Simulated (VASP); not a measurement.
```yaml
crystal:
  lattice:
    - [0.00000, 2.19376, 2.19376]
    - [2.19376, 0.00000, 2.19376]
    - [2.19376, 2.19376, 0.00000]
  atoms:
    - { symbol: Nb, position: [0.00000, 0.00000, 0.00000] }
    - { symbol: N, position: [0.50000, 0.50000, 0.50000] }
```

The numbers are results of PBE GGA with D3 dispersion (zero damping), VASP's PBE PAW potentials (set 64) (plane waves; VASP 6.6.1), not measurements. Settings: 520 eV cut-off, 16×16×16 Γ-centred mesh, tetrahedra with Blöchl corrections, potentials Nb_sv N.

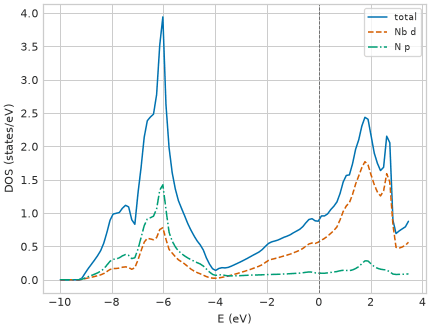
Total and projected density of states, zero at the Fermi level

Within 2 eV below the Fermi level the largest weight inside VASP's projection spheres is Nb d, then N p.

It has no gap at this level: it comes out as a metal or semimetal.

The compound is NbN in the rock salt structure, the cubic δ form, which competes with hexagonal ones. It was relaxed first. VASP warned that the highest band is occupied, so more bands are needed.
